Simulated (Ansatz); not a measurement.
System (SMILES): FCl (F-Cl).
Geometry (B3LYP-D3(BJ)/def2-TZVP, fixed):
```
F
Cl 1 1.6409
```

Basis-set convergence of the dipole moment at PBE with Ansatz (a quantum-chemistry and plane-wave program). Dipoles come from the density behind the forces; the sign is taken along the dipole that this method gives in the largest set. Cartesian d functions, on some or all atoms, in 6-31G**, 6-311G**; all else is spherical. The program fits the integrals of some runs and decomposes those of others, by size. No added dispersion term, no relativity. Reference: the value in aug-pcseg-3, 0.757 D, itself unsure by roughly 0.001 D (its mean distance from aug-cc-pV(Q+d)Z, def2-QZVPPD). Deviations are taken from unrounded values.

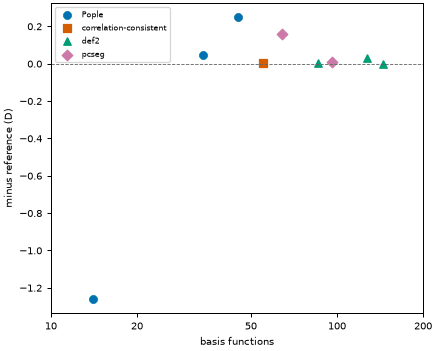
Figure. Deviation from the reference against the number of basis functions, by family of sets.

| basis | functions | dipole moment (D) | minus reference (D) |
|---|---|---|---|
| STO-3G | 14 | -0.503 | -1.260 |
| 6-31G** | 34 | 0.802 | 0.045 |
| 6-311G** | 45 | 1.008 | 0.251 |
| aug-cc-pV(D+d)Z | 55 | 0.763 | 0.006 |
| pcseg-2 | 64 | 0.917 | 0.160 |
| def2-TZVPD | 86 | 0.761 | 0.004 |
| aug-pcseg-2 | 96 | 0.767 | 0.010 |
| def2-QZVPP | 127 | 0.788 | 0.031 |
| def2-QZVPPD | 145 | 0.755 | -0.002 |
